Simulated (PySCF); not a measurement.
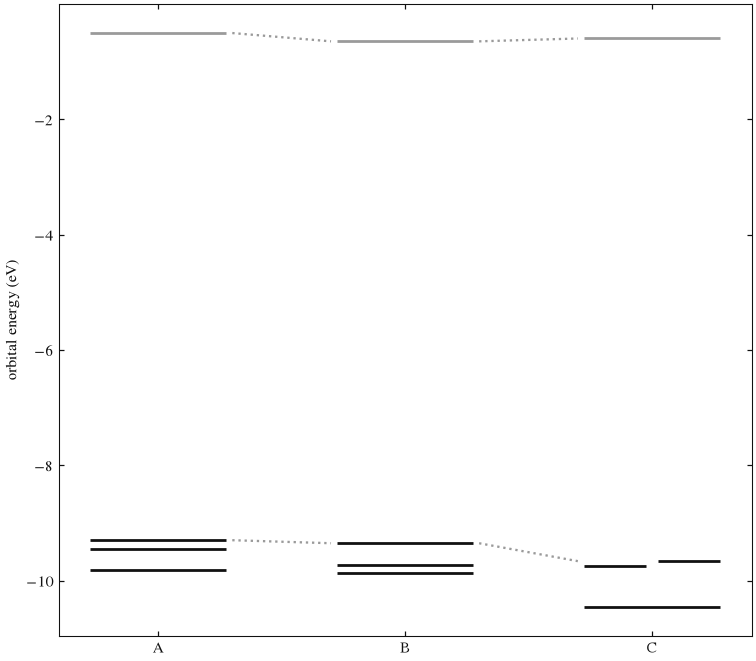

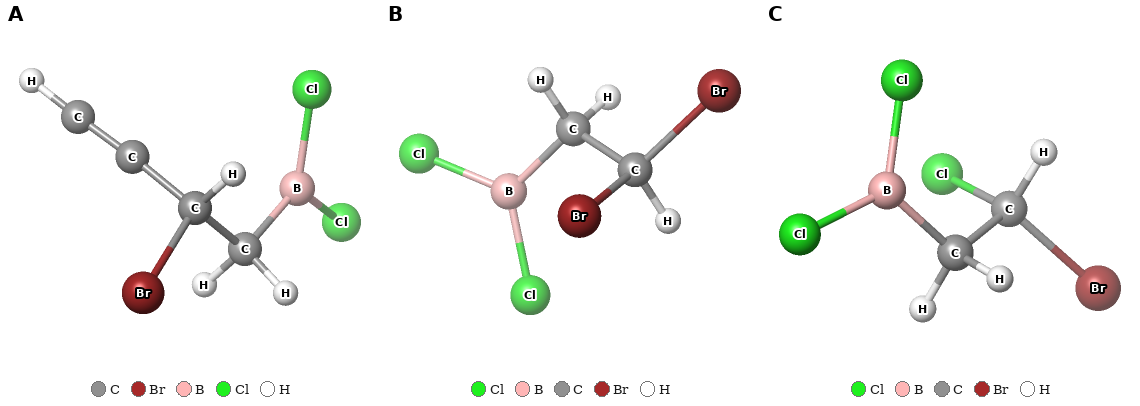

Related molecules: A is C₄H₄BBrCl₂, SMILES C#C[C@@H](Br)CB(Cl)Cl; B is C₂H₃BBr₂Cl₂, SMILES ClB(Cl)CC(Br)Br; C is C₂H₃BBrCl₃, SMILES ClB(Cl)C[C@H](Cl)Br. Frontier orbital energies, CAM-B3LYP/def2-SVPD with PySCF 2.14.0, at a GFN2-xTB geometry (no frequency check); drawn are at most three filled levels and, in grey, the LUMO with any level within 0.03 eV of it; dotted lines join the HOMOs and the LUMOs.

Q: What does the change do to the frontier levels?

A: From A to B the HOMO falls by 0.05 eV and the LUMO falls by 0.14 eV, so the separation goes from 8.80 to 8.71 eV. From A to C the HOMO falls by 0.36 eV and the LUMO falls by 0.09 eV, so the separation goes from 8.80 to 9.07 eV.

Caveats, for all or some of the runs: one conformer of a flexible molecule; spin-orbit coupling is left out, and with Br it can shift these levels and split any degenerate set; the tight-binding geometry is rougher than a DFT one and adds to the error.
